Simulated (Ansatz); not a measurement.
# BH5O3 (built from SMILES O.OBO): search for a transition state, part 2 of 2

Ansatz 0.2.0, Gaussian basis; PBE0-D4.

### Step 8. Relaxing after a step of 0.30 Å the other way along the mode

downb/in.yaml

```yaml
crystal:
  periodic: [false, false, false]
  atoms:
    - {symbol: B, position_ang: [-0.287074, 0.160647, 0.199505]}
    - {symbol: H, position_ang: [-0.484657, 1.257934, -0.239269]}
    - {symbol: O, position_ang: [-1.288278, -0.829112, 0.060445]}
    - {symbol: O, position_ang: [0.486227, 0.078698, 1.381767]}
    - {symbol: H, position_ang: [0.603406, 0.716761, -1.013690]}
    - {symbol: O, position_ang: [0.903565, -0.055224, -1.052326]}
    - {symbol: H, position_ang: [-1.657079, -0.847041, -0.823053]}
    - {symbol: H, position_ang: [-0.042281, -0.301902, 2.084229]}
    - {symbol: H, position_ang: [1.766269, -0.180662, -0.597607]}
basis:
  gaussian: {orbitals: def2-TZVP}
hamiltonian: {xc: pbe0, dispersion: d4}
relax: {f_tol: 0.005, max_steps: 200}
```

Run with:

```sh
ansatz run in.yaml --threads 4 --pin off --events-out ev --progress --plain --max-ram 9574MiB
```

The log of the run:

```text
Functional definition: PBE0
  name "PBE0"
  cite "Adamo & Barone, J. Chem. Phys. 110, 6158 (1999) doi:10.1063/1.478522"
  cite "Perdew, Burke & Ernzerhof, Phys. Rev. Lett. 77, 3865 (1996) doi:10.1103/PhysRevLett.77.3865"
  parent pbe
  parameter a = 0.25
  parameter kappa = 0.804
  parameter beta = 0.06672455060314922
  exchange = (1 - a)*pbe_x(kappa = kappa, mu = beta*pi^2/3) + a*exact_x
  correlation = pbe_c(beta = beta)
842 factors; their error is unknown
mean field evaluation 1: about -6885.8947 eV, gradient 7.8e1 eV
mean field evaluation 2: about -6875.7885 eV, gradient 1.1e2 eV
mean field evaluation 4: about -6895.3257 eV, gradient 4.3e0 eV
mean field evaluation 8: about -6895.3556 eV, gradient 4.4e-2 eV
mean field evaluation 16: about -6895.3656 eV, gradient 4.9e-5 eV
mean field -6895.36563037 eV, -253.4000130693 hartree, gradient 5.0e-5 eV, S^2 0.000000; 0 other end points of the search recorded, 0 dependent functions left out
the calculation of the forces begins
reference -6895.36565737 eV, -253.4000140616 hartree; 17, 17 occupied and 137, 137 virtual orbitals, 842 factors
relax step   1: F+E_penalty+E_count = -6895.45747246 eV  Δ(F+E_penalty+E_count) = +0.000e0 eV  max|allowed force component| = 1.165e1 eV/Å  Δτ_max = 0.0000 Å  (27 SCF iters, accepted)
these checks for a lower state are left out or cut short: starts, cluster_reference, orbital_swaps, neighbouring_geometries, increment
842 factors; their error is unknown
mean field -6896.39718295 eV, -253.4379219277 hartree, gradient 2.6e-5 eV, S^2 0.000000; 0 other end points of the search recorded, 0 dependent functions left out
the calculation of the forces begins
reference -6896.39721036 eV, -253.4379229349 hartree; 17, 17 occupied and 137, 137 virtual orbitals, 842 factors
relax step   2: F+E_penalty+E_count = -6896.48868969 eV  Δ(F+E_penalty+E_count) = -1.031e0 eV  max|allowed force component| = 1.420e0 eV/Å  Δτ_max = 0.1825 Å  (37 SCF iters, accepted)
these checks for a lower state are left out or cut short: starts, cluster_reference, orbital_swaps, neighbouring_geometries, increment
842 factors; their error is unknown
mean field evaluation 32: about -6896.6042 eV, gradient 2.3e-5 eV
mean field -6896.60422351 eV, -253.4455305276 hartree, gradient 2.3e-5 eV, S^2 0.000000; 0 other end points of the search recorded, 0 dependent functions left out
the calculation of the forces begins
reference -6896.60425066 eV, -253.4455315256 hartree; 17, 17 occupied and 137, 137 virtual orbitals, 842 factors
relax step   3: F+E_penalty+E_count = -6896.69520929 eV  Δ(F+E_penalty+E_count) = -2.065e-1 eV  max|allowed force component| = 8.663e-1 eV/Å  Δτ_max = 0.1999 Å  (34 SCF iters, accepted)
[... from here on, the SCF cycles and remarks between the steps are left out ...]
relax step   4: F+E_penalty+E_count = -6896.87895541 eV  Δ(F+E_penalty+E_count) = -1.837e-1 eV  max|allowed force component| = 1.055e0 eV/Å  Δτ_max = 0.1943 Å  (29 SCF iters, accepted)
relax step   5: F+E_penalty+E_count = -6896.94663723 eV  Δ(F+E_penalty+E_count) = -6.768e-2 eV  max|allowed force component| = 1.816e0 eV/Å  Δτ_max = 0.2000 Å  (35 SCF iters, accepted)
relax step   6: F+E_penalty+E_count = -6897.07017048 eV  Δ(F+E_penalty+E_count) = -1.235e-1 eV  max|allowed force component| = 1.075e0 eV/Å  Δτ_max = 0.1955 Å  (29 SCF iters, accepted)
relax step   7: F+E_penalty+E_count = -6897.11283637 eV  Δ(F+E_penalty+E_count) = -4.267e-2 eV  max|allowed force component| = 9.262e-1 eV/Å  Δτ_max = 0.1136 Å  (30 SCF iters, accepted)
relax step   8: F+E_penalty+E_count = -6897.14616251 eV  Δ(F+E_penalty+E_count) = -3.333e-2 eV  max|allowed force component| = 6.536e-1 eV/Å  Δτ_max = 0.1999 Å  (34 SCF iters, accepted)
relax step   9: F+E_penalty+E_count = -6897.02849948 eV  Δ(F+E_penalty+E_count) = +1.177e-1 eV  max|allowed force component| = 9.199e-1 eV/Å  Δτ_max = 0.2000 Å  (34 SCF iters, rejected (line search))
relax step  10: F+E_penalty+E_count = -6897.18382537 eV  Δ(F+E_penalty+E_count) = -3.766e-2 eV  max|allowed force component| = 4.317e-1 eV/Å  Δτ_max = 0.0975 Å  (30 SCF iters, accepted)
relax step  11: F+E_penalty+E_count = -6897.19793808 eV  Δ(F+E_penalty+E_count) = -1.411e-2 eV  max|allowed force component| = 2.100e-1 eV/Å  Δτ_max = 0.1000 Å  (30 SCF iters, accepted)
relax step  12: F+E_penalty+E_count = -6897.19263256 eV  Δ(F+E_penalty+E_count) = +5.306e-3 eV  max|allowed force component| = 1.113e0 eV/Å  Δτ_max = 0.1446 Å  (29 SCF iters, rejected (line search))
relax step  13: F+E_penalty+E_count = -6897.20444709 eV  Δ(F+E_penalty+E_count) = -6.509e-3 eV  max|allowed force component| = 1.049e-1 eV/Å  Δτ_max = 0.0722 Å  (30 SCF iters, accepted)
relax step  14: F+E_penalty+E_count = -6897.20982395 eV  Δ(F+E_penalty+E_count) = -5.377e-3 eV  max|allowed force component| = 3.502e-1 eV/Å  Δτ_max = 0.0729 Å  (30 SCF iters, accepted)
relax step  15: F+E_penalty+E_count = -6897.21376985 eV  Δ(F+E_penalty+E_count) = -3.946e-3 eV  max|allowed force component| = 2.764e-1 eV/Å  Δτ_max = 0.0632 Å  (30 SCF iters, accepted)
relax step  16: F+E_penalty+E_count = -6897.20961505 eV  Δ(F+E_penalty+E_count) = +4.155e-3 eV  max|allowed force component| = 1.062e0 eV/Å  Δτ_max = 0.1679 Å  (29 SCF iters, rejected (line search))
relax step  17: F+E_penalty+E_count = -6897.21771732 eV  Δ(F+E_penalty+E_count) = -3.947e-3 eV  max|allowed force component| = 2.140e-1 eV/Å  Δτ_max = 0.0839 Å  (30 SCF iters, accepted)
relax step  18: F+E_penalty+E_count = -6897.22338181 eV  Δ(F+E_penalty+E_count) = -5.664e-3 eV  max|allowed force component| = 2.009e-1 eV/Å  Δτ_max = 0.0830 Å  (29 SCF iters, accepted)
relax step  19: F+E_penalty+E_count = -6897.22674169 eV  Δ(F+E_penalty+E_count) = -3.360e-3 eV  max|allowed force component| = 3.786e-1 eV/Å  Δτ_max = 0.1234 Å  (30 SCF iters, accepted)
relax step  20: F+E_penalty+E_count = -6897.23102285 eV  Δ(F+E_penalty+E_count) = -4.281e-3 eV  max|allowed force component| = 4.730e-1 eV/Å  Δτ_max = 0.1224 Å  (29 SCF iters, accepted)
relax step  21: F+E_penalty+E_count = -6897.23767920 eV  Δ(F+E_penalty+E_count) = -6.656e-3 eV  max|allowed force component| = 2.441e-1 eV/Å  Δτ_max = 0.0871 Å  (29 SCF iters, accepted)
relax step  22: F+E_penalty+E_count = -6897.23895782 eV  Δ(F+E_penalty+E_count) = -1.279e-3 eV  max|allowed force component| = 6.004e-1 eV/Å  Δτ_max = 0.1953 Å  (29 SCF iters, accepted)
relax step  23: F+E_penalty+E_count = -6897.24567866 eV  Δ(F+E_penalty+E_count) = -6.721e-3 eV  max|allowed force component| = 2.375e-1 eV/Å  Δτ_max = 0.0482 Å  (28 SCF iters, accepted)
relax step  24: F+E_penalty+E_count = -6897.24838364 eV  Δ(F+E_penalty+E_count) = -2.705e-3 eV  max|allowed force component| = 1.391e-1 eV/Å  Δτ_max = 0.0633 Å  (29 SCF iters, accepted)
relax step  25: F+E_penalty+E_count = -6897.25067064 eV  Δ(F+E_penalty+E_count) = -2.287e-3 eV  max|allowed force component| = 2.179e-1 eV/Å  Δτ_max = 0.1288 Å  (30 SCF iters, accepted)
relax step  26: F+E_penalty+E_count = -6897.25248682 eV  Δ(F+E_penalty+E_count) = -1.816e-3 eV  max|allowed force component| = 1.682e-1 eV/Å  Δτ_max = 0.0558 Å  (30 SCF iters, accepted)
relax step  27: F+E_penalty+E_count = -6897.25379971 eV  Δ(F+E_penalty+E_count) = -1.313e-3 eV  max|allowed force component| = 1.928e-1 eV/Å  Δτ_max = 0.1099 Å  (30 SCF iters, accepted)
relax step  28: F+E_penalty+E_count = -6897.25564251 eV  Δ(F+E_penalty+E_count) = -1.843e-3 eV  max|allowed force component| = 1.187e-1 eV/Å  Δτ_max = 0.0231 Å  (30 SCF iters, accepted)
relax step  29: F+E_penalty+E_count = -6897.25648411 eV  Δ(F+E_penalty+E_count) = -8.416e-4 eV  max|allowed force component| = 4.696e-2 eV/Å  Δτ_max = 0.0352 Å  (30 SCF iters, accepted)
relax step  30: F+E_penalty+E_count = -6897.25714372 eV  Δ(F+E_penalty+E_count) = -6.596e-4 eV  max|allowed force component| = 9.221e-2 eV/Å  Δτ_max = 0.0790 Å  (29 SCF iters, accepted)
relax step  31: F+E_penalty+E_count = -6897.25750521 eV  Δ(F+E_penalty+E_count) = -3.615e-4 eV  max|allowed force component| = 8.057e-2 eV/Å  Δτ_max = 0.0258 Å  (30 SCF iters, accepted)
relax step  32: F+E_penalty+E_count = -6897.25792660 eV  Δ(F+E_penalty+E_count) = -4.214e-4 eV  max|allowed force component| = 5.051e-2 eV/Å  Δτ_max = 0.0356 Å  (30 SCF iters, accepted)
relax step  33: F+E_penalty+E_count = -6897.25815217 eV  Δ(F+E_penalty+E_count) = -2.256e-4 eV  max|allowed force component| = 4.151e-2 eV/Å  Δτ_max = 0.0413 Å  (30 SCF iters, accepted)
relax step  34: F+E_penalty+E_count = -6897.25824077 eV  Δ(F+E_penalty+E_count) = -8.860e-5 eV  max|allowed force component| = 2.581e-2 eV/Å  Δτ_max = 0.0205 Å  (30 SCF iters, accepted)
relax step  35: F+E_penalty+E_count = -6897.25826907 eV  Δ(F+E_penalty+E_count) = -2.830e-5 eV  max|allowed force component| = 1.821e-2 eV/Å  Δτ_max = 0.0228 Å  (31 SCF iters, accepted)
relax step  36: F+E_penalty+E_count = -6897.25829351 eV  Δ(F+E_penalty+E_count) = -2.444e-5 eV  max|allowed force component| = 2.542e-2 eV/Å  Δτ_max = 0.0049 Å  (32 SCF iters, accepted)
relax step  37: F+E_penalty+E_count = -6897.25830836 eV  Δ(F+E_penalty+E_count) = -1.485e-5 eV  max|allowed force component| = 7.131e-3 eV/Å  Δτ_max = 0.0028 Å  (30 SCF iters, accepted)
these checks for a lower state are left out or cut short: starts, cluster_reference, orbital_swaps, neighbouring_geometries, increment
842 factors; their error is unknown
mean field -6897.18771756 eV, -253.4669735386 hartree, gradient 2.3e-5 eV, S^2 0.000000; 0 other end points of the search recorded, 0 dependent functions left out
the calculation of the forces begins
reference -6897.18774750 eV, -253.4669746390 hartree; 17, 17 occupied and 137, 137 virtual orbitals, 842 factors
relax step  38: F+E_penalty+E_count = -6897.25831000 eV  Δ(F+E_penalty+E_count) = -1.636e-6 eV  max|allowed force component| = 3.823e-3 eV/Å  Δτ_max = 0.0017 Å  (32 SCF iters, accepted)
842 factors; their error is unknown
mean field evaluation 288: about -6897.1877 eV, gradient 2.3e-5 eV
mean field -6897.18771756 eV, -253.4669735386 hartree, gradient 2.3e-5 eV, S^2 0.000000; 1 other end points of the search recorded, 0 dependent functions left out
the calculation of the forces begins
reference -6897.18774750 eV, -253.4669746390 hartree; 17, 17 occupied and 137, 137 virtual orbitals, 842 factors
Total energy: -6897.25833994 eV, -253.4695688631 hartree
Atom 0 at    -1.081776    -0.031845     0.247535 Å, force     0.001672     0.002833    -0.003215 eV/Å
Atom 1 at    -1.347880     0.690974    -0.667213 Å, force    -0.000437    -0.001547     0.001801 eV/Å
Atom 2 at    -2.019291    -0.727754     0.941312 Å, force     0.001451     0.000844    -0.000853 eV/Å
Atom 3 at     0.223902    -0.155302     0.609781 Å, force    -0.003823    -0.002702     0.002423 eV/Å
Atom 4 at     2.640236     1.195594    -1.194865 Å, force    -0.000574    -0.001446     0.000164 eV/Å
Atom 5 at     2.430573     0.263024    -1.269940 Å, force    -0.000251     0.001012     0.000496 eV/Å
Atom 6 at    -2.912990    -0.588067     0.623829 Å, force    -0.000251    -0.000373     0.000512 eV/Å
Atom 7 at     0.350581    -0.763709     1.345672 Å, force     0.001461     0.000921    -0.000655 eV/Å
Atom 8 at     1.716743     0.117184    -0.636111 Å, force     0.000753     0.000457    -0.000673 eV/Å
Dipole moment:    -0.615169     0.150540     0.390457 e Å
```

Run time: 52 s. Hardware: 4 threads of Intel Xeon Platinum 8259CL at 2.50GHz, shared host.

Along the way: (not every step is listed) (the energy doesn't fall at every step)

| step | energy from step 1 (eV) | largest force component (eV/Å) |
| --- | --- | --- |
| 1 | 0.0000 | 11.6498 |
| 2 | -1.0312 | 1.4199 |
| 3 | -1.2377 | 0.8663 |
| 4 | -1.4215 | 1.0554 |
| 5 | -1.4892 | 1.8164 |
| 6 | -1.6127 | 1.0748 |
| 7 | -1.6554 | 0.9262 |
| 8 | -1.6887 | 0.6536 |
| 9 | -1.5710 | 0.9199 |
| 11 | -1.7405 | 0.2100 |
| 13 | -1.7470 | 0.1049 |
| 15 | -1.7563 | 0.2764 |
| 17 | -1.7602 | 0.2140 |
| 19 | -1.7693 | 0.3786 |
| 21 | -1.7802 | 0.2441 |
| 23 | -1.7882 | 0.2375 |
| 25 | -1.7932 | 0.2179 |
| 27 | -1.7963 | 0.1928 |
| 29 | -1.7990 | 0.0470 |
| 31 | -1.8000 | 0.0806 |
| 33 | -1.8007 | 0.0415 |
| 34 | -1.8008 | 0.0258 |
| 35 | -1.8008 | 0.0182 |
| 36 | -1.8008 | 0.0254 |
| 37 | -1.8008 | 0.0071 |
| 38 | -1.8008 | 0.0038 |

Distances of close pairs at the start and the end, largest changes first:

| bond | before (Å) | after (Å) | change (Å) |
| --- | --- | --- | --- |
| H5–O6 | 0.829 | 0.959 | +0.130 |
| B1–O3 | 1.415 | 1.358 | -0.057 |
| B1–O4 | 1.415 | 1.361 | -0.054 |
| O6–H9 | 0.983 | 0.966 | -0.018 |
| O4–H8 | 0.958 | 0.963 | +0.005 |
| B1–H2 | 1.198 | 1.196 | -0.002 |
| O3–H7 | 0.958 | 0.959 | +0.001 |

### Step 9. The three structures

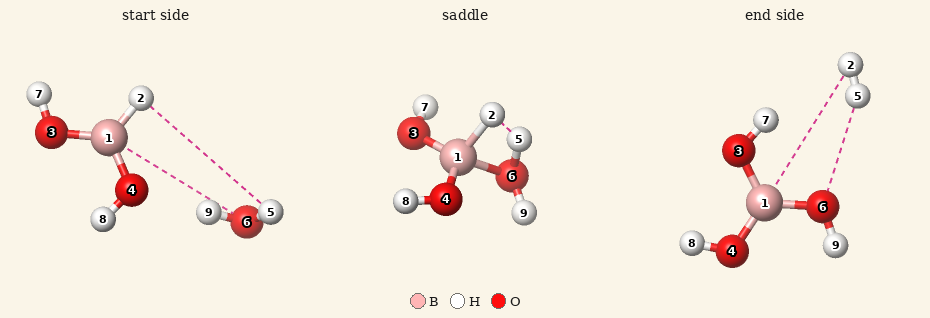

The minimum on the start side, the saddle and the minimum on the end side; broken lines mark the pairs that change.

| pair | start side (Å) | saddle (Å) | end side (Å) |
| --- | --- | --- | --- |
| B1–O6 | 3.837 | 1.590 | 1.368 |
| H2–H5 | 4.054 | 1.071 | 0.748 |
| B1–H2 | 1.196 | 1.415 | 3.815 |
| H5–O6 | 0.959 | 1.198 | 2.727 |

### Step 10. Outcome

The summary covers parts 1 to 2.

| quantity | value |
| --- | --- |
| imaginary mode | 1398i cm⁻¹ |
| barrier from the start side | 1.345 eV |
| barrier from the end side | 2.275 eV |
| energy of the step | -0.930 eV |
| pairs that change | B1–O6 formed, H2–H5 formed, B1–H2 broken, H5–O6 broken |
| zero-point energy at the saddle | 1.713 eV |

**Reading.** The point has a single imaginary mode (1398i cm⁻¹), as a transition state must. It joins the planned start and end. At PBE0-D4/def2-TZVP the electronic barrier is 1.345 eV, about 52 kT at 298 K, and the step runs 0.930 eV downhill. The barrier is thin enough for tunnelling; the leading (Wigner) term alone is a factor of 2.9 at 298 K. A step off the saddle overshot and began above it in energy, so the link to its end is likely but not proven.
